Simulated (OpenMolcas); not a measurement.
**Tc⁵⁺ among point charges: CASSCF and CASPT2 levels and susceptibility**

How does a field of 2 point charges split the states of Tc⁵⁺, and what χT follows?

The numbers are computed with OpenMolcas 26.06 (state-averaged CASSCF and CASPT2, spin-orbit coupling by RASSI with atomic mean-field integrals), except any that are marked as measured or tabulated.

## Step 1: The atom as given

- Species: Tc⁵⁺ (technetium, Z = 43, 38 electrons)
- Basis: ANO-RCC-VDZP [6s5p3d1f], 43 functions
- Scalar Hamiltonian: DKH2, point nucleus
- Inactive shells: 1s 2s 2p 3s 3p 3d 4s 4p
- Active space: 2 electrons in 5 orbitals (4d)
- Some configurations of this space: 4d2
- Orbitals: optimised for each spin and parity, averaged over all roots

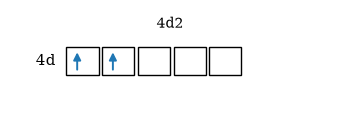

Occupation of the outer shells (arrows by Hund's rule).

The ion sits among 2 point charges of -2.5 e arranged as a linear pair (D∞h), 1.92 Å from the ion.

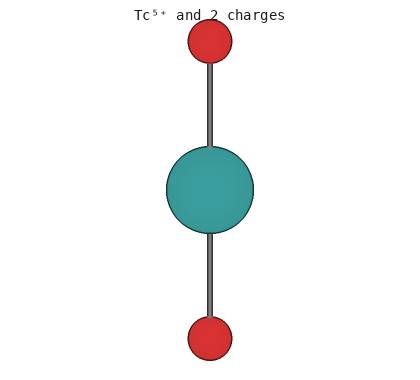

The ion and the point charges (red).

The work runs as a chain of OpenMolcas steps in one folder; each step below is one input file. Labels, J, g values, rates, χT and fits are worked out afterwards by a script from the matrices that RASSI stores. The input lists half of the charges; inversion (Group=XYZ) makes the rest.

## Step 2: Basis and integrals

The input, a.inp:

```
&GATEWAY
Coord
1

Tc 0.0 0.0 0.0
Basis=ANO-RCC-VDZP
Group=XYZ
NoMove
AngMom=0.0 0.0 0.0
AMFI
XField
1 Angstrom 0
0.000000 0.000000 1.920000 -2.500000
&SEWARD
```

Launch:

```bash
$ OMP_NUM_THREADS=1 MOLCAS_MEM=1689 MOLCAS_PROJECT=a pymolcas a.inp > a.log
```

## Step 3: Reference wave functions, triplets of even parity, 10 roots

The input, a.inp:

```
&RASSCF
FileOrb=start.orb
Symmetry=1
Spin=3
nActEl=2 0 0
Inactive=9 9
Ras2=5 0
CIRoot=10 10 1
SDav=10
CIMx=300
Iter=120 100
PrWF=0.3
OrbListing=Nothing
MaxOrb=0
>>> COPY $Project.JobIph JOB001
```

start.orb holds the contracted functions of the basis, ordered by shell, or the orbitals of the step before.

## Step 4: CASSCF: singlets of even parity, 15 roots

The input, a.inp:

```
&RASSCF
FileOrb=start.orb
Symmetry=1
Spin=1
nActEl=2 0 0
Inactive=9 9
Ras2=5 0
CIRoot=15 15 1
SDav=15
CIMx=300
Iter=120 100
PrWF=0.3
OrbListing=Nothing
MaxOrb=0
>>> COPY $Project.JobIph JOB002
```

## Step 5: State interaction with spin-orbit coupling

The input, a.inp:

```
&RASSI
NrOfJobIphs=2 10 15
1 2 3 4 5 6 7 8 9 10
1 2 3 4 5 6 7 8 9 10 11 12 13 14 15
IphNames
JOB001
JOB002
EJob
SpinOrbit
DIPRint=1.0
SOCoupling=1000.0
Subsets=2
Property=9
'ANGMOM' 1 'ANGMOM' 2 'ANGMOM' 3 'MLTPL  1' 1 'MLTPL  1' 2 'MLTPL  1' 3
'AMFI' 1 'AMFI' 2 'AMFI' 3
SOProperty=3
'ANGMOM' 1 'ANGMOM' 2 'ANGMOM' 3
```

## Step 6: CASPT2: IPEA 0.25, imaginary shift 0.1 (closed shells correlated: 4s 4p)

The input, a.inp:

```
>>> COPY JOB001 $Project.JobIph
&CASPT2
Multistate=10 1 2 3 4 5 6 7 8 9 10
NoMult
Frozen=8 6
IPEA=0.25
Imaginary=0.1
MaxIter=60
WThr=0.0 0.3 0.05
PrWF=0.5
NoMix
>>> COPY JOB002 $Project.JobIph
&CASPT2
Multistate=15 1 2 3 4 5 6 7 8 9 10 11 12 13 14 15
NoMult
Frozen=8 6
IPEA=0.25
Imaginary=0.1
MaxIter=60
WThr=0.0 0.3 0.05
PrWF=0.5
NoMix
```

(Steps that only read results are left out.)

**Question.** What will these runs give? Wanted: spin-free ground state; first state of the same spin within the active space; lowest level; next level.

The runs gave:

```
                                            quantity                                                                        value
                                              method  SS-CASPT2, IPEA 0.25, imaginary shift 0.1 (closed shells correlated: 4s 4p)
                              spin-free ground state                                           3Sigma, 1-fold in its orbital part
first state of the same spin within the active space                                                            3Phi at 8100 cm⁻¹
                                        lowest level                                                                       1-fold
                                          next level                                                                   570.6 cm⁻¹
                                         χT at 300 K                                                               0.50 cm³ K/mol
                           effective moment at 300 K                                                                      2.01 μB
```

Cost by method:

```csv
method,time of its own steps,time with the reference
A. CASSCF,6.3 s,6.3 s
"B. SS-CASPT2, IPEA 0.25, imaginary shift 0.1, +4s 4p",2.1 s,8.4 s
```

Times are of one thread on a shared host.

The spin-free ground state (3Sigma) comes to 61 % from free-ion P terms and keeps the highest spin of the shell. χT at 300 K is 0.50, against 1.00 cm³ K/mol for the spin alone, so spin-orbit coupling lowers it. The field of point charges can differ much from that of real complexes. Point charges carry no covalency, so the field is a model and not that of real ligands.
